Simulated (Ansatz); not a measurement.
The starting structures come from a database of crystals and need not be the phases stable at ambient conditions.

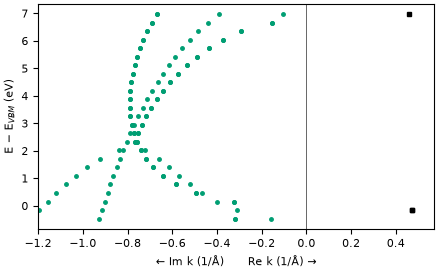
*Complex bands at the centre of the two-dimensional zone; Ansatz (a quantum-chemistry and plane-wave program) with r2SCAN*

The gap is the functional's own. No spin-orbit coupling. Mid-gap values are interpolated on the energy grid.

Question: This is NaBH4 (P4_2/nmc, not sure to be the ambient phase, 12 atoms a cell, 8.6 Å³ an atom) along the normal of (001). Read off the slowest decay at the centre of the two-dimensional zone at 3.25 eV, the computed energy nearest the middle of the gap.

Answer: κ ≈ 0.72 1/Å, a decay length 1/(2κ) of the density of 0.70 Å.
